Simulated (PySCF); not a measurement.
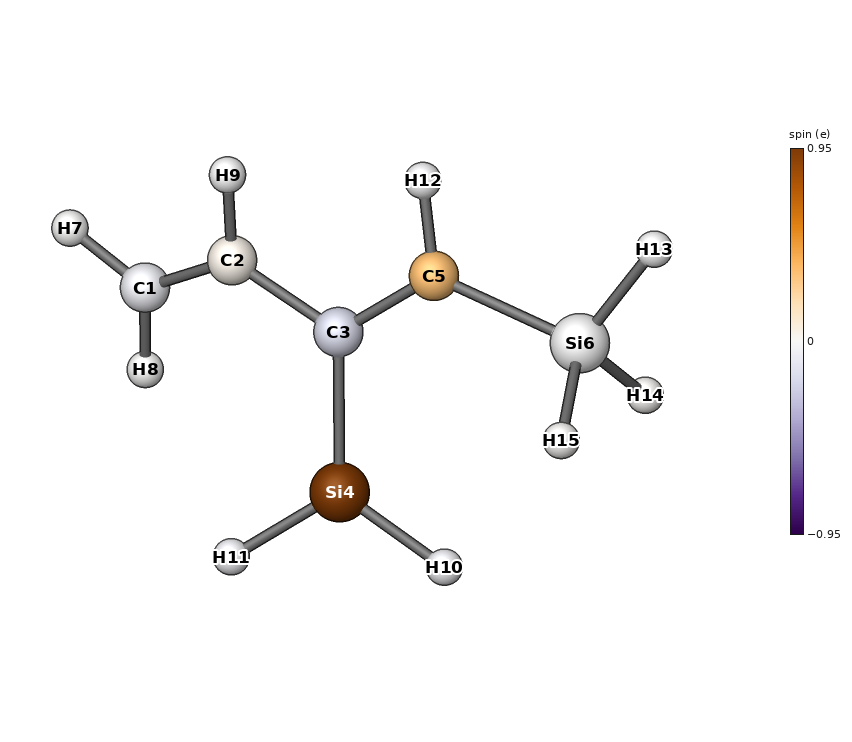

Atoms are coloured by their Mulliken spin populations. Charge 0, doublet. The geometry was computed by an optimisation with GFN2-xTB. No frequency run is at hand to confirm it as a minimum. Level of theory: UKS B3LYP, pcH-1 on C H Si, non-relativistic (PySCF 2.14.0).

Give the Mulliken spin populations atom by atom.

```tsv
atom	value (e)
C1	−0.06
C2	0.04
C3	−0.17
Si4	0.94
C5	0.34
Si6	−0.01
H7	0.00
H8	0.00
H9	0.00
H10	−0.04
H11	−0.04
H12	−0.02
H13	0.00
H14	0.01
H15	0.01
```

Mulliken values depend strongly on the basis set. The geometry is semi-empirical. Around Si such bond lengths and angles can be off by a tenth of an ångström or more and by several degrees, and values that hang on the shape move with them.
